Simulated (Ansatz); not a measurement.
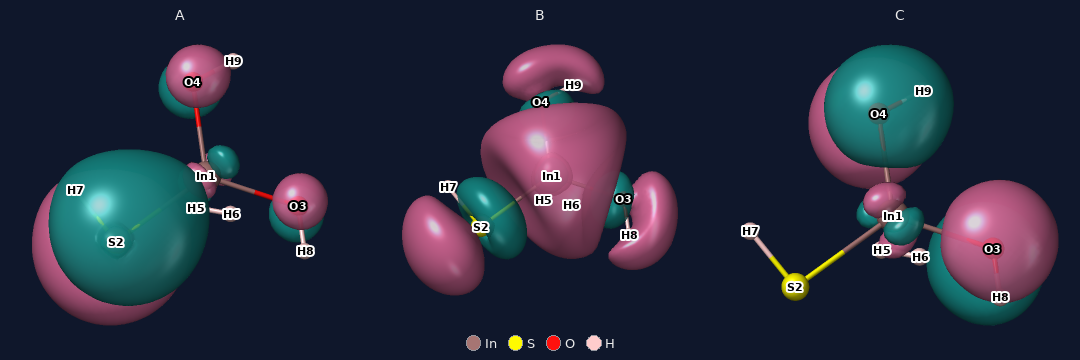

Figure 1: H3InO2S···H2. Three frontier orbitals at ±0.06 Å⁻³ᐟ² (teal and pink are the two phases), in no order.

The reactant side of a reaction path; geometry: PBE0-D4/def2-TZVP; core potentials replace the inner electrons of In.

The calculation used Ansatz, RKS PBE0-D4/def2-TZVPP.

The calculation's input:

```
crystal:
  periodic: [false, false, false]
  atoms:
    - {symbol: In, position_ang: [0.595021, 0.106677, 0.076897]}
    - {symbol: S, position_ang: [0.682832, 2.417247, -0.411520]}
    - {symbol: O, position_ang: [0.262523, -0.682786, 1.862196]}
    - {symbol: O, position_ang: [0.924955, -1.213642, -1.352435]}
    - {symbol: H, position_ang: [-2.321513, -0.179746, -0.343817]}
    - {symbol: H, position_ang: [-2.186491, -0.483388, 0.328082]}
    - {symbol: H, position_ang: [0.986123, 2.181576, -1.700120]}
    - {symbol: H, position_ang: [0.177722, -0.031173, 2.562091]}
    - {symbol: H, position_ang: [0.878729, -2.114664, -1.021472]}
basis:
  gaussian: {orbitals: def2-TZVPP}
hamiltonian: {xc: pbe0, dispersion: d4}
output: {orbitals: {seedname: orbitals}}
```

Command:

```sh
ansatz run in.yaml --threads 4 --pin off --events-out ev --progress --plain --max-ram 9574MiB
```

Question: Which picture is the HOMO−1, the HOMO and the LUMO?

Answer: C is the HOMO−1 (−8.55 eV). By Hirshfeld shares it lies mainly on O4 (about 50 %), O3 (about 35 %) and In1 (about 10 %); largely a combination of lone pairs on O4 and O3. A is the HOMO (−7.79 eV). It lies mainly on S2 (about 80 %) and In1 (about 10 %); largely a lone pair of S2. B is the LUMO (−1.65 eV). It lies mainly on In1 (about 45 %), S2 (about 20 %), O3 (about 10 %) and O4 (about 10 %).

Question: What is the HOMO–LUMO gap?

Answer: 6.14 eV between the orbital energies.
